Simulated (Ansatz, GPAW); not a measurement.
# A 7-layer slab of Ir(111): work function by functional and basis, part 2 of 3

How far do functional and basis move the work function of a 7-layer slab of Ir(111)?

GPAW 26.7.0 and Ansatz 0.2.0; Ansatz plane waves; slab in vacuum with a dipole correction, relaxation (the session's first sound run).

So far, upper work function (eV): step 2 (relaxing the atoms) 5.49.

## 3. The slab's potential

With the geometry fixed, the planar mean of the potential gives the vacuum level on each side.

This step: GPAW, PAW setups; slab in vacuum (GPAW 26.7.0).

The input, run.py:

```python
import json
import numpy as np
from ase import Atoms
from gpaw import GPAW, PW

slab = Atoms(
    ['Ir', 'Ir', 'Ir', 'Ir', 'Ir', 'Ir', 'Ir'],
    positions=[
        [0.00000, 0.00000, 9.00000],
        [1.35765, 0.78384, 11.21703],
        [2.71529, 1.56767, 13.43405],
        [0.00000, 0.00000, 15.68725],
        [1.35765, 0.78384, 17.93865],
        [2.71529, 1.56767, 20.16979],
        [0.00000, 0.00000, 22.36758]],
    cell=[[2.71529, 0.0, 0.0], [1.35765, 2.35151, 0.0], [0.0, 0.0, 31.30215]],
    pbc=[True, True, False])

slab.calc = GPAW(mode=PW(400), xc='PBE', kpts={'size': (13, 13, 1), 'gamma': True},
                 occupations={'name': 'fermi-dirac', 'width': 0.1}, nbands='160%',
                 convergence={'density': 1e-05}, maxiter=200,
                 poissonsolver={'dipolelayer': 'xy'},
                 symmetry={'tolerance': 1e-3}, txt='slab.txt')
result = {}
energy = slab.get_potential_energy()
fermi = slab.calc.get_fermi_level()
v = slab.calc.get_electrostatic_potential().mean((0, 1)) - fermi
n = slab.calc.get_pseudo_density().mean((0, 1))
L = slab.cell[2, 2]
z = np.arange(len(v)) * L / len(v)
low, high = slab.positions[:, 2].min(), slab.positions[:, 2].max()
below, above = np.interp([low - 6.8, high + 6.8], z, v)
slopes = [np.interp(x, z, np.gradient(v, z)) for x in (low - 6.8, high + 6.8)]
eps = np.array([[slab.calc.get_eigenvalues(k, s) for k in range(len(slab.calc.get_ibz_k_points()))]
                for s in range(slab.calc.get_number_of_spins())]) - fermi
top, bottom = eps[eps < 0].max(), eps[eps > 0].min()
dipole = slab.get_dipole_moment()[2]
print(f'energy {energy:.4f} eV, Fermi level {fermi:.4f} eV, dipole {dipole:.5f} e A')
print(f'potential 6.8 A off the faces, from the Fermi level: lower {below:.4f} eV, upper {above:.4f} eV')
print(f'slope of the potential there: lower {slopes[0]:.5f}, upper {slopes[1]:.5f} eV/A')
print(f'nearest levels on the mesh: {top:.4f} and {bottom:.4f} eV')
print('magnetic moment', round(slab.get_magnetic_moment(), 3))
result.update(energy=energy, fermi=fermi, dipole=dipole, below=below, above=above, slopes=slopes, edges=[top, bottom],
              z=z.tolist(), v=v.tolist(), n=n.tolist(), positions=slab.positions.tolist(),
              forces=slab.get_forces(apply_constraint=False).tolist(), moments=slab.get_magnetic_moments().tolist())
json.dump(result, open('result.json', 'w'))
```

Run with:

```bash
OMP_NUM_THREADS=1 OPENBLAS_NUM_THREADS=1 python run.py
```

Log:

```text
energy -63.6252 eV, Fermi level 4.6026 eV, dipole 0.00044 e A
potential 6.8 A off the faces, from the Fermi level: lower 5.4908 eV, upper 5.4868 eV
slope of the potential there: lower -0.00019, upper 0.00008 eV/A
nearest levels on the mesh: -0.0063 and 0.0048 eV
magnetic moment 0.0
```

Run time: 12 min. Hardware: 1 thread of Intel Xeon Platinum 8259CL at 2.50GHz (Skylake/Cascade Lake), shared host; peak memory 0.31 GiB.

Numbers from this step:

```yaml
dipole_along_the_normal: 4.40e-4 e·Å
levels_nearest_the_fermi_level_on_the_mesh: -0.006267, 0.004800 eV from the Fermi level
upper_work_function: 5.487 eV
lower_work_function: 5.491 eV
```

The electrostatic potential energy of an electron (without an applied field's), less the Fermi level, planar mean oscillates, so the rows of the table below give means over windows of 2.24 Å about each position, cut where the curve ends. Its maxima inside the range that stand out by 2 % of the span (Å: eV): 10.1: -1.76, 12.4: -2.04, 14.6: -1.65, 16.8: -1.65, 19.1: -1.87, 21.3: -1.99. Its minima: 9.0: -30.7, 11.2: -31.3, 13.4: -31.4, 15.7: -31.2, 17.9: -31.1, 20.1: -31.3, 22.4: -30.9.

Electrostatic potential energy of an electron (without an applied field's), less the Fermi level, planar mean against z; means over each step:

| z (Å) | electrostatic potential energy of an electron (without an applied field's), less the Fermi level, planar mean (eV) |
| --- | --- |
| 1.12 | 5.49 |
| 3.36 | 5.49 |
| 5.60 | 5.46 |
| 7.84 | -3.96 |
| 10.08 | -14.8 |
| 12.32 | -15.1 |
| 14.56 | -14.5 |
| 16.80 | -14.5 |
| 19.04 | -14.9 |
| 21.28 | -15.2 |
| 23.52 | -4.11 |
| 25.76 | 5.46 |
| 28.00 | 5.49 |
| 30.24 | 5.49 |

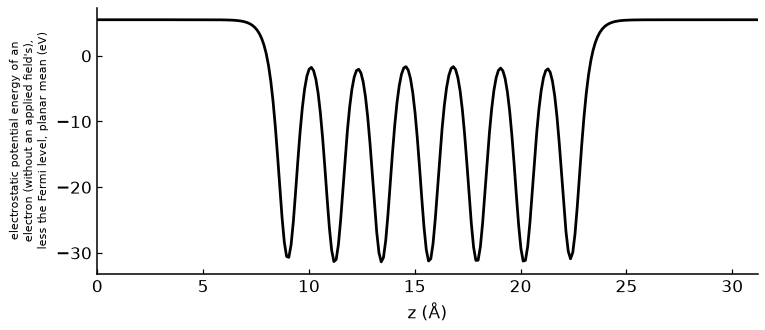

Electrostatic potential energy of an electron (without an applied field's), less the Fermi level, planar mean against z.

The pseudo valence density, planar mean oscillates, so the rows of the table below give means over windows of 2.24 Å about each position, cut where the curve ends. Its maxima inside the range that stand out by 2 % of the span (Å: e/Å³): 8.9: 2.25, 11.3: 2.24, 13.4: 2.28, 15.8: 2.23, 17.9: 2.26, 20.2: 2.25, 22.4: 2.28. Its minima: 10.2: 0.393, 12.4: 0.380, 14.5: 0.367, 16.8: 0.361, 19.0: 0.385, 21.3: 0.394.

The pseudo valence density, planar mean by z; means over each step:

| z (Å) | pseudo valence density, planar mean (e/Å³) |
| --- | --- |
| 3.36 | 2.6e-6 |
| 5.60 | 0.00116 |
| 7.84 | 0.485 |
| 10.08 | 1.07 |
| 12.32 | 1.07 |
| 14.56 | 1.04 |
| 16.80 | 1.04 |
| 19.04 | 1.06 |
| 21.28 | 1.09 |
| 23.52 | 0.495 |
| 25.76 | 0.00119 |
| 28.00 | 2.7e-6 |

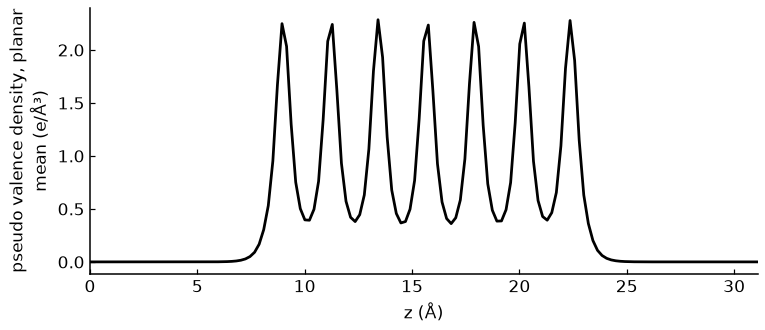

Pseudo valence density, planar mean against z.

Force by atom:

| atom | x (eV/Å) | y (eV/Å) | z (eV/Å) | size |
| --- | --- | --- | --- | --- |
| Ir1 | 0.000 | 0.000 | 0.205 | 0.205 |
| Ir2 | 0.000 | 0.000 | -0.286 | 0.286 |
| Ir3 | 0.000 | 0.000 | 0.104 | 0.104 |
| Ir4 | 0.000 | 0.000 | 0.004 | 0.004 |
| Ir5 | 0.000 | 0.000 | -0.004 | 0.004 |
| Ir6 | 0.000 | 0.000 | 0.008 | 0.008 |
| Ir7 | 0.000 | 0.000 | -0.031 | 0.031 |

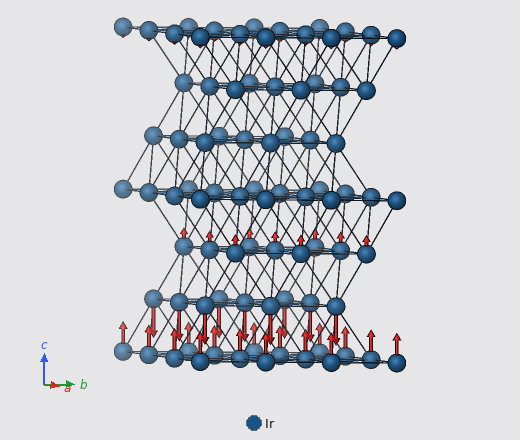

Force as arrows, the longest 0.286 eV/Å. 3×3×1 cells are drawn. Some periodic images of atoms are drawn too.

The potential is flat to 1.9e-4 eV/Å where it is read, so the vacuum is wide enough. The geometry is the other program's minimum; here the largest force on a free atom is 0.031 eV/Å.

## 4. Self-consistent run: xc = "LDA"

The same geometry under LDA, to see how far the functional moves the levels against the vacuum.

run.py: that of step 3 with these lines changed.

```diff
@@ -18,3 +18,3 @@
 
-slab.calc = GPAW(mode=PW(400), xc='PBE', kpts={'size': (13, 13, 1), 'gamma': True},
+slab.calc = GPAW(mode=PW(400), xc='LDA', kpts={'size': (13, 13, 1), 'gamma': True},
                  occupations={'name': 'fermi-dirac', 'width': 0.1}, nbands='160%',
```

Log:

```text
energy -73.4584 eV, Fermi level 4.2532 eV, dipole 0.00045 e A
potential 6.8 A off the faces, from the Fermi level: lower 5.8453 eV, upper 5.8409 eV
slope of the potential there: lower -0.00019, upper 0.00011 eV/A
nearest levels on the mesh: -0.0011 and 0.0069 eV
magnetic moment 0.0
```

Run time: 10 min. Hardware: 1 thread; peak memory 0.31 GiB.

This step gave:

| Property | Result |
| --- | --- |
| dipole along the normal | 4.52e-4 e·Å |
| levels nearest the Fermi level on the mesh | -0.001076, 0.006927 eV from the Fermi level |
| upper work function | 5.841 eV |
| lower work function | 5.845 eV |

The electrostatic potential energy of an electron (without an applied field's), less the Fermi level, planar mean oscillates, so the rows of the table below give means over windows of 2.24 Å about each position, cut where the curve ends. Its maxima inside the range that stand out by 2 % of the span (Å: eV): 10.1: -1.39, 12.4: -1.67, 14.6: -1.28, 16.8: -1.28, 19.1: -1.50, 21.3: -1.61. Its minima: 9.0: -30.4, 11.2: -31.0, 13.4: -31.1, 15.7: -30.9, 17.9: -30.8, 20.1: -30.9, 22.4: -30.6.

The electrostatic potential energy of an electron (without an applied field's), less the Fermi level, planar mean by z; means over each step:

| z (Å) | electrostatic potential energy of an electron (without an applied field's), less the Fermi level, planar mean (eV) |
| --- | --- |
| 1.12 | 5.85 |
| 3.36 | 5.84 |
| 5.60 | 5.82 |
| 7.84 | -3.63 |
| 10.08 | -14.5 |
| 12.32 | -14.7 |
| 14.56 | -14.1 |
| 16.80 | -14.2 |
| 19.04 | -14.5 |
| 21.28 | -14.8 |
| 23.52 | -3.77 |
| 25.76 | 5.81 |
| 28.00 | 5.84 |
| 30.24 | 5.84 |

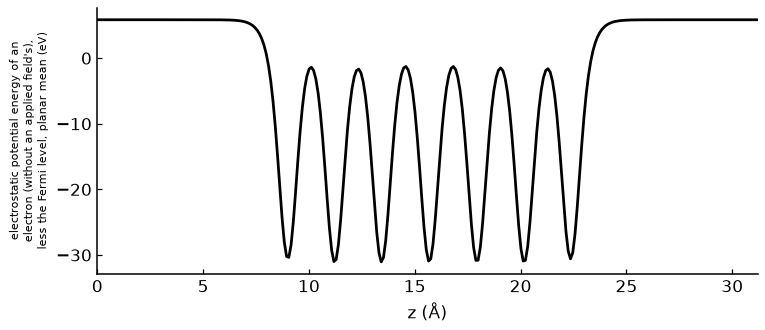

Electrostatic potential energy of an electron (without an applied field's), less the Fermi level, planar mean, plotted against z.

The pseudo valence density, planar mean oscillates, so the rows of the table below give means over windows of 2.24 Å about each position, cut where the curve ends. Its maxima inside the range that stand out by 2 % of the span (Å: e/Å³): 8.9: 2.25, 11.3: 2.24, 13.4: 2.28, 15.8: 2.23, 17.9: 2.26, 20.2: 2.25, 22.4: 2.28. Its minima: 10.2: 0.394, 12.4: 0.381, 14.5: 0.368, 16.8: 0.361, 19.0: 0.385, 21.3: 0.394.

Pseudo valence density, planar mean against z; means over each step:

| z (Å) | pseudo valence density, planar mean (e/Å³) |
| --- | --- |
| 3.36 | 0 |
| 5.60 | 0.00116 |
| 7.84 | 0.485 |
| 10.08 | 1.07 |
| 12.32 | 1.07 |
| 14.56 | 1.04 |
| 16.80 | 1.04 |
| 19.04 | 1.06 |
| 21.28 | 1.09 |
| 23.52 | 0.495 |
| 25.76 | 0.00119 |
| 28.00 | 2.4e-6 |

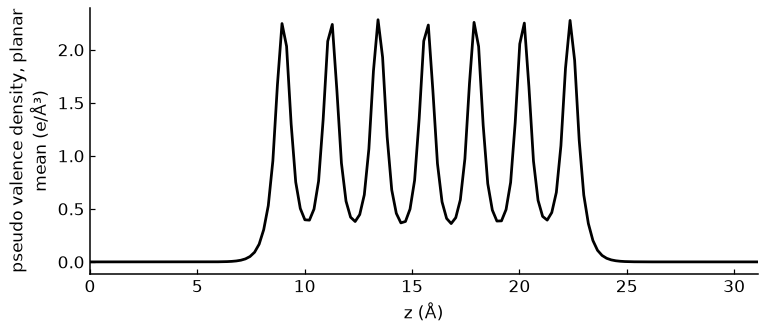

Pseudo valence density, planar mean against z.

Force by atom:

| atom | x (eV/Å) | y (eV/Å) | z (eV/Å) | size |
| --- | --- | --- | --- | --- |
| Ir1 | 0.000 | 0.000 | 0.944 | 0.944 |
| Ir2 | 0.000 | 0.000 | -0.289 | 0.289 |
| Ir3 | 0.000 | 0.000 | 0.062 | 0.062 |
| Ir4 | 0.000 | 0.000 | 0.006 | 0.006 |
| Ir5 | 0.000 | 0.000 | 0.020 | 0.020 |
| Ir6 | 0.000 | 0.000 | 0.050 | 0.050 |
| Ir7 | 0.000 | 0.000 | -0.793 | 0.793 |

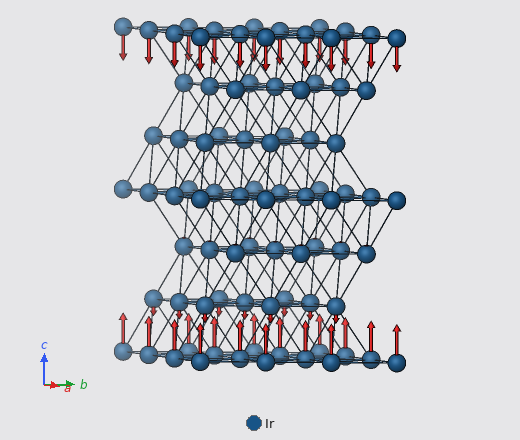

Force as arrows, the longest 0.944 eV/Å. 3×3×1 cells are drawn. Some periodic images of atoms are drawn too.

The upper face's work function is 5.841 eV, against 5.487 eV in the first plane-wave PBE run at this geometry.

## 5. OptPBE vdW: xc = "optPBE-vdW"

The same geometry under optPBE-vdW, to see how far the functional moves the levels against the vacuum (the van der Waals functionals take revPBE setups).

run.py: that of step 4 with these lines changed.

```diff
@@ -18,3 +18,3 @@
 
-slab.calc = GPAW(mode=PW(400), xc='LDA', kpts={'size': (13, 13, 1), 'gamma': True},
+slab.calc = GPAW(mode=PW(400), xc='optPBE-vdW', kpts={'size': (13, 13, 1), 'gamma': True},
                  occupations={'name': 'fermi-dirac', 'width': 0.1}, nbands='160%',
```

Log:

```text
energy -177.6105 eV, Fermi level 4.5089 eV, dipole 0.00043 e A
potential 6.8 A off the faces, from the Fermi level: lower 5.6409 eV, upper 5.6370 eV
slope of the potential there: lower -0.00020, upper 0.00010 eV/A
nearest levels on the mesh: -0.0025 and 0.0131 eV
magnetic moment 0.0
```

The job ended after 9.5 min (1 thread; peak memory 0.45 GiB).

Numbers from this step:

- dipole along the normal: 4.35e-4 e·Å
- levels nearest the Fermi level on the mesh: -0.002487, 0.01311 eV from the Fermi level
- upper work function: 5.637 eV
- lower work function: 5.641 eV

The upper face's work function is 5.637 eV, against 5.487 eV in the first plane-wave PBE run at this geometry.

## 6. Self-consistent run: xc = "RPBE"

The same geometry under RPBE, to see how far the functional moves the levels against the vacuum.

run.py: that of step 5 with these lines changed.

```diff
@@ -18,3 +18,3 @@
 
-slab.calc = GPAW(mode=PW(400), xc='optPBE-vdW', kpts={'size': (13, 13, 1), 'gamma': True},
+slab.calc = GPAW(mode=PW(400), xc='RPBE', kpts={'size': (13, 13, 1), 'gamma': True},
                  occupations={'name': 'fermi-dirac', 'width': 0.1}, nbands='160%',
```

Log:

```text
energy -59.3752 eV, Fermi level 4.7124 eV, dipole 0.00045 e A
potential 6.8 A off the faces, from the Fermi level: lower 5.3408 eV, upper 5.3365 eV
slope of the potential there: lower -0.00019, upper 0.00010 eV/A
nearest levels on the mesh: -0.0013 and 0.0030 eV
magnetic moment 0.0
```

Run time: 9.4 min. Hardware: 1 thread; peak memory 0.31 GiB.

This step gave:

| Property | Result |
| --- | --- |
| dipole along the normal | 4.52e-4 e·Å |
| levels nearest the Fermi level on the mesh | -0.001277, 0.002999 eV from the Fermi level |
| upper work function | 5.337 eV |
| lower work function | 5.341 eV |

The upper face's work function is 5.337 eV, against 5.487 eV in the first plane-wave PBE run at this geometry.

## 7. Self-consistent run: xc = "revPBE"

The same geometry under revPBE, to see how far the functional moves the levels against the vacuum.

run.py: that of step 6 with these lines changed.

```diff
@@ -18,3 +18,3 @@
 
-slab.calc = GPAW(mode=PW(400), xc='RPBE', kpts={'size': (13, 13, 1), 'gamma': True},
+slab.calc = GPAW(mode=PW(400), xc='revPBE', kpts={'size': (13, 13, 1), 'gamma': True},
                  occupations={'name': 'fermi-dirac', 'width': 0.1}, nbands='160%',
```

Log:

```text
energy -60.1821 eV, Fermi level 4.6917 eV, dipole 0.00042 e A
potential 6.8 A off the faces, from the Fermi level: lower 5.3597 eV, upper 5.3562 eV
slope of the potential there: lower -0.00019, upper 0.00013 eV/A
nearest levels on the mesh: -0.0027 and 0.0038 eV
magnetic moment 0.0
```

Wall time 9.1 min (1 thread); peak memory 0.31 GiB.

This step gave:

| Property | Result |
| --- | --- |
| dipole along the normal | 4.24e-4 e·Å |
| levels nearest the Fermi level on the mesh | -0.002676, 0.003804 eV from the Fermi level |
| upper work function | 5.356 eV |
| lower work function | 5.360 eV |

The electrostatic potential energy of an electron (without an applied field's), less the Fermi level, planar mean oscillates, so the rows of the table below give means over windows of 2.24 Å about each position, cut where the curve ends. Its maxima inside the range that stand out by 2 % of the span (Å: eV): 10.1: -1.83, 12.4: -2.11, 14.6: -1.71, 16.8: -1.71, 19.1: -1.93, 21.3: -2.05. Its minima: 9.0: -30.7, 11.2: -31.4, 13.4: -31.4, 15.7: -31.3, 17.9: -31.2, 20.1: -31.3, 22.4: -30.9.

Table of electrostatic potential energy of an electron (without an applied field's), less the Fermi level, planar mean by z; means over each step:

| z (Å) | electrostatic potential energy of an electron (without an applied field's), less the Fermi level, planar mean (eV) |
| --- | --- |
| 1.12 | 5.36 |
| 3.36 | 5.36 |
| 5.60 | 5.33 |
| 7.84 | -4.05 |
| 10.08 | -14.9 |
| 12.32 | -15.1 |
| 14.56 | -14.5 |
| 16.80 | -14.6 |
| 19.04 | -14.9 |
| 21.28 | -15.2 |
| 23.52 | -4.19 |
| 25.76 | 5.33 |
| 28.00 | 5.36 |
| 30.24 | 5.36 |

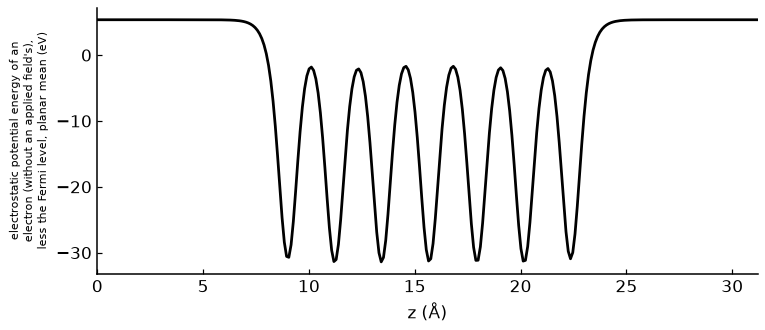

Electrostatic potential energy of an electron (without an applied field's), less the Fermi level, planar mean, plotted against z.

The upper face's work function is 5.356 eV, against 5.487 eV in the first plane-wave PBE run at this geometry.

## 8. Self-consistent run: xc = "vdW-DF2"

The same geometry under vdW-DF2, to see how far the functional moves the levels against the vacuum (the van der Waals functionals take revPBE setups).

run.py: that of step 7 with these lines changed.

```diff
@@ -18,3 +18,3 @@
 
-slab.calc = GPAW(mode=PW(400), xc='revPBE', kpts={'size': (13, 13, 1), 'gamma': True},
+slab.calc = GPAW(mode=PW(400), xc='vdW-DF2', kpts={'size': (13, 13, 1), 'gamma': True},
                  occupations={'name': 'fermi-dirac', 'width': 0.1}, nbands='160%',
```

Log:

```text
energy -1148.8715 eV, Fermi level 4.6377 eV, dipole 0.00046 e A
potential 6.8 A off the faces, from the Fermi level: lower 5.7105 eV, upper 5.7059 eV
slope of the potential there: lower -0.00021, upper 0.00008 eV/A
nearest levels on the mesh: -0.0074 and 0.0096 eV
magnetic moment 0.0
```

The job ended after 11 min (1 thread; peak memory 0.46 GiB).

Numbers from this step:

```
dipole along the normal                    : 4.61e-4 e·Å
levels nearest the Fermi level on the mesh : -0.007422, 0.009629 eV from the Fermi level
upper work function                        : 5.706 eV
lower work function                        : 5.710 eV
```

The electrostatic potential energy of an electron (without an applied field's), less the Fermi level, planar mean oscillates, so the rows of the table below give means over windows of 2.24 Å about each position, cut where the curve ends. Its maxima inside the range that stand out by 2 % of the span (Å: eV): 10.1: -2.22, 12.4: -2.49, 14.6: -2.10, 16.8: -2.09, 19.1: -2.32, 21.3: -2.44. Its minima: 9.0: -30.8, 11.2: -31.4, 13.4: -31.5, 15.7: -31.4, 17.9: -31.3, 20.1: -31.4, 22.4: -31.0.

Table of electrostatic potential energy of an electron (without an applied field's), less the Fermi level, planar mean by z; means over each step:

| z (Å) | electrostatic potential energy of an electron (without an applied field's), less the Fermi level, planar mean (eV) |
| --- | --- |
| 1.12 | 5.71 |
| 3.36 | 5.71 |
| 5.60 | 5.67 |
| 7.84 | -4.01 |
| 10.08 | -15.1 |
| 12.32 | -15.4 |
| 14.56 | -14.8 |
| 16.80 | -14.8 |
| 19.04 | -15.1 |
| 21.28 | -15.5 |
| 23.52 | -4.15 |
| 25.76 | 5.67 |
| 28.00 | 5.71 |
| 30.24 | 5.71 |

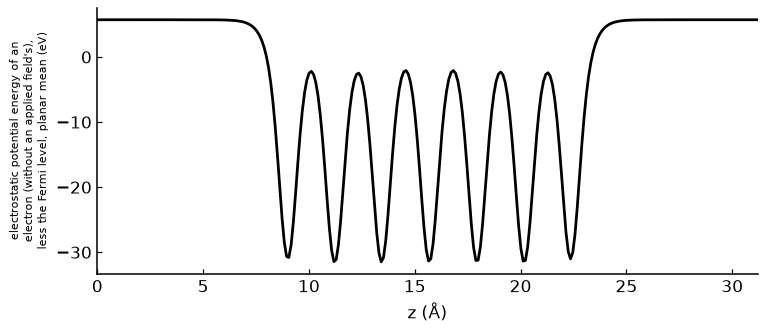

Electrostatic potential energy of an electron (without an applied field's), less the Fermi level, planar mean against z.

The upper face's work function is 5.706 eV, against 5.487 eV in the first plane-wave PBE run at this geometry.

## 9. Real-space grid: mode = "fd"

A real-space grid is a second complete basis, so it checks the plane-wave result.

run.py: that of step 8 with these lines changed.

```diff
@@ -3,3 +3,3 @@
 from ase import Atoms
-from gpaw import GPAW, PW
+from gpaw import GPAW
 
@@ -18,3 +18,3 @@
 
-slab.calc = GPAW(mode=PW(400), xc='vdW-DF2', kpts={'size': (13, 13, 1), 'gamma': True},
+slab.calc = GPAW(mode='fd', h=0.18, xc='PBE', kpts={'size': (13, 13, 1), 'gamma': True},
                  occupations={'name': 'fermi-dirac', 'width': 0.1}, nbands='160%',
```

Log:

```text
energy -64.1673 eV, Fermi level -5.4893 eV, dipole 0.00041 e A
potential 6.8 A off the faces, from the Fermi level: lower 5.4912 eV, upper 5.4875 eV
slope of the potential there: lower -0.00000, upper -0.00001 eV/A
nearest levels on the mesh: -0.0029 and 0.0034 eV
magnetic moment 0.0
```

Run time: 83 min. Hardware: 1 thread; peak memory 1.2 GiB.

Numbers from this step:

```yaml
dipole_along_the_normal: 4.07e-4 e·Å
levels_nearest_the_fermi_level_on_the_mesh: -0.002944, 0.003386 eV from the Fermi level
upper_work_function: 5.488 eV
lower_work_function: 5.491 eV
```

The upper face's work function is 5.488 eV, against 5.487 eV in the first plane-wave PBE run at this geometry.

(Continued in part 3 of 3.)

[Logs are printed without paths, hosts, clocks, repeated set-up lines and the standing remarks that a program may print on its own settings, such as how far it seeks lower states.]

[Hosts, paths, dates, database ids (printed as entryN), source tags and the programs' standing remarks are cut or masked in the printed files.]
